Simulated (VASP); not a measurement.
Band structure of V (bcc). These are PBE GGA with D3 dispersion (zero damping), VASP's PBE PAW potentials (set 64) (plane waves; VASP 6.6.1) values and carry that method's errors.

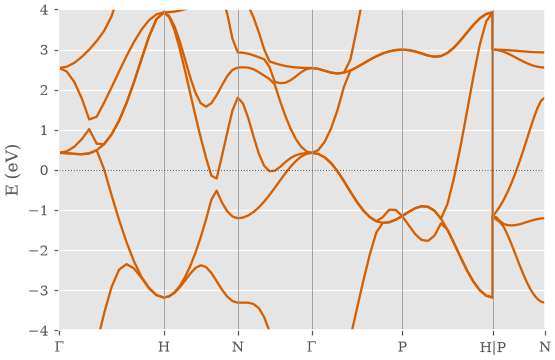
Figure: Bands along high-symmetry lines, zero at the valence-band maximum or, without a gap, the Fermi level

Question: Read the plot: is there a gap, and where are the band edges?

Answer: It has no gap at this level: it comes out as a metal or semimetal. (Edges off the drawn lines would not show.)

The compound is V in the bcc structure. It was relaxed first, which changed the volume by -7 %. The run is not spin-polarised, so no magnetic state was tried.
